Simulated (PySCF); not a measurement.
# MgCd: what the fields show

```tsv
atom	x (Å)	y (Å)	z (Å)
Mg	0.0000	0.0000	-2.9647
Cd	0.0000	0.0000	0.6243
```

Core potentials replace the inner electrons of Cd.

Theory: PySCF 2.14.0, PBE0/def2-SVP, non-relativistic Hamiltonian with scalar-relativistic core potentials where named, at a bond length of 3.589 Å.

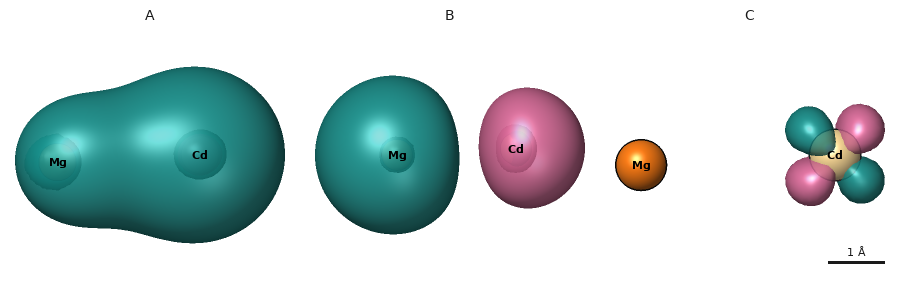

Figure 1. Three frontier orbitals, each drawn at the value that holds 80 % of its norm (teal and pink are the two phases), in no order; of a degenerate pair one member is drawn.

Name the orbitals and rank them from lowest to highest energy.

Answer. Orbital C: π, occupied, −13.86 eV; almost wholly on Cd.
Orbital A: σ, occupied, −6.83 eV; mainly on Cd (75 %).
Orbital B: σ, occupied, −5.11 eV; mainly on Mg (75 %).

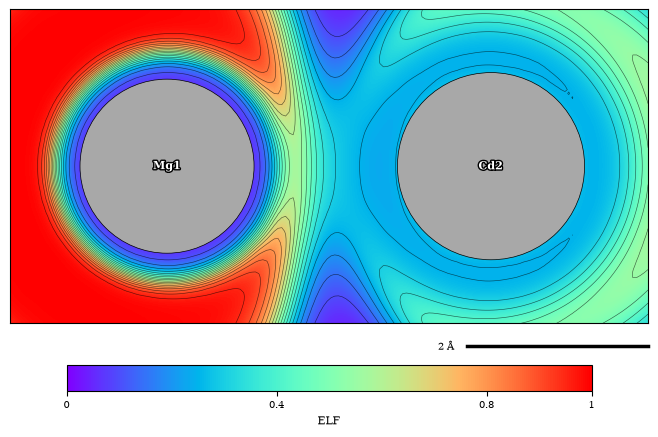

Figure 2. Electron localisation function on a plane that holds the molecular axis. Grey discs cover the atomic cores.

Interpret the plot.

Answer. The section cuts through Mg and Cd sites.
Mg–Cd (3.59 Å): the ELF is about 0.30 at the midpoint.

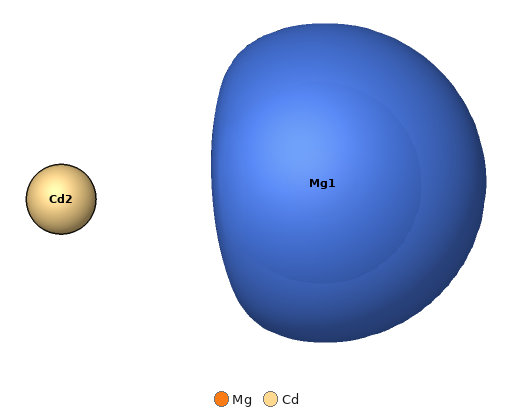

Figure 3. Isosurface of the ELF at 0.75 (blue), seen from one side. Only the valence region is drawn (cores and ρ < 0.01 e/Å³ removed).

Where are the electrons localised?

Answer. The ELF exceeds this value in one region wrapped around Mg (its valence shell).
